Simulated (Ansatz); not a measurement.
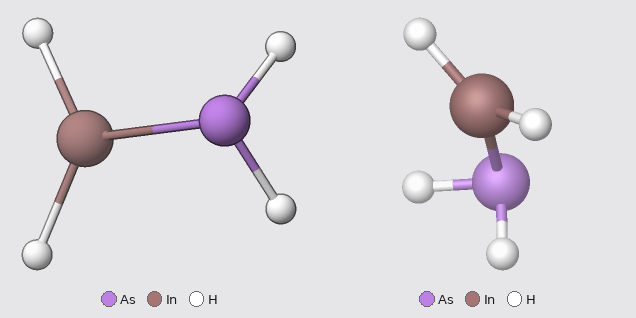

The picture comes from a calculation with Ansatz.

The same structure drawn twice, from different directions.

Description:

Formula AsH₄In. As SMILES it reads `[AsH2][InH2]`. Coordination: 1 As trigonal pyramidal; 1 In trigonal planar.
